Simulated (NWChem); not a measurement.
**GaAlH4O (SMILES [AlH2][O][GaH2]): HF/def2-SVP**

Aim: energy and gradient of GaAlH4O. 

The calculation is run with NWChem 7.3.0.

1 further run of the same task is left out (set aside as unsound or not needed).

**1. The system as given**

The species is GaAlH4O (7 atoms), meant as a singlet with charge 0. SMILES: `[AlH2][O][GaH2]`. The shape comes from GFN2-xTB, which is rough for such elements, and wasn't checked as a minimum.

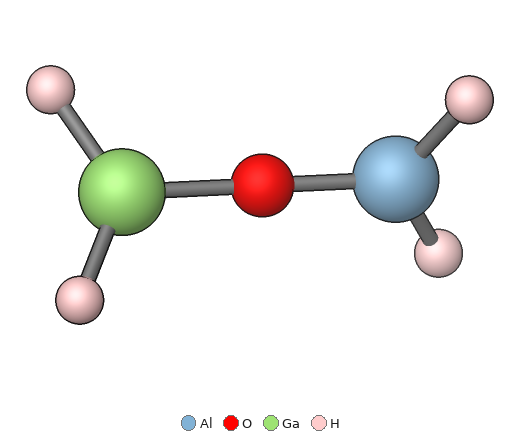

The structure, seen from a chosen angle (aluminium light blue, oxygen red, gallium green, hydrogen pink).

**2. Energy and gradient at HF/def2-SVP**

Contents of run.nw:

```
start run
memory stack 880 mb heap 220 mb global 1100 mb

geometry noautosym nocenter noautoz
  Al   -1.425750    0.053540   -0.940530
  O    -0.027230    0.002820   -0.018210
  Ga    1.446260   -0.051820    0.952040
  H    -2.295360   -1.208530   -1.020910
  H    -1.777930    1.358760   -1.666120
  H     1.486350    0.817690    2.239460
  H     2.593660   -0.972460    0.454270
end

basis spherical bse
  Al library def2-SVP
  O library def2-SVP
  Ga library def2-SVP
  H library def2-SVP
end

scf
  thresh 1e-08
  maxiter 80
end

task scf gradient
```

Started as:

```console
$ nwchem run.nw > run.out
```

Output:

```text
[...]
  functions       =    84
[...]
  wavefunction    = RHF
[...]
         Total SCF energy =  -2242.034015778966
      One-electron energy =  -3560.607469410061
      Two-electron energy =   1101.861423266395
 Nuclear repulsion energy =    216.712030364699
        Time for solution =      8.5s
[...]
                         RHF ENERGY GRADIENTS
    atom               coordinates                        gradient
                 x          y          z           x          y          z
   1 Al     -2.694277   0.101176  -1.777344   -0.009143   0.000490  -0.006078
   2 O      -0.051457   0.005329  -0.034412   -0.003679   0.000004  -0.002346
   3 Ga      2.733035  -0.097926   1.799095    0.003432   0.000001   0.001723
   4 H      -4.337601  -2.283791  -1.929240    0.008806   0.010669   0.001333
   5 H      -3.359801   2.567684  -3.148510    0.004165  -0.011273   0.007260
   6 H       2.808794   1.545210   4.231966    0.000131  -0.002633  -0.003850
   7 H       4.901307  -1.837683   0.858446   -0.003711   0.002742   0.001958
[...]
```

Run time: 13 s. Hardware: 1 thread of Intel Xeon 6975P-C (Granite Rapids), shared host; peak memory 0.097 GiB.

**3. Summary of results**

Level: HF/def2-SVP.

```
                quantity           value
            total energy  -2242.03402 Eh
           dipole moment          0.79 D
             HOMO energy       -11.18 eV
             LUMO energy         1.65 eV
           HOMO–LUMO gap        12.83 eV
largest force on an atom      0.722 eV/Å
```

**Reading.** Mulliken charges run from -0.96 on O2 to +1.03 on Al1. The largest force is 0.72 eV/Å: the shape isn't a stationary point for this species at this level.
